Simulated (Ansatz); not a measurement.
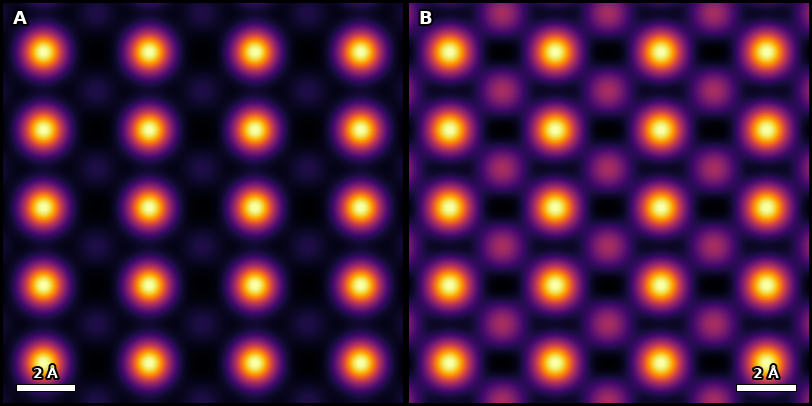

Two simulated images of the same area of FePt (P4/mmm, No. 123) along [100], with a probe of 1.28 Å. One is incoherent Z contrast (Z^1.8 per atom), the other the projected potential of neutral atoms blurred by the probe (iDPC-like, thin sample). Brightness is counted from the darkest point of the image. Model: the input geometry of a calculation.

Question: Which panel is which, and how can one tell?

Answer: A is the Z-contrast image and B the potential image. The columns of 1 Fe per repeat reach about 12 % of the brightest peak (1 Pt) in A but about 44 % in B, mainly since the potential grows much more slowly with atomic number.
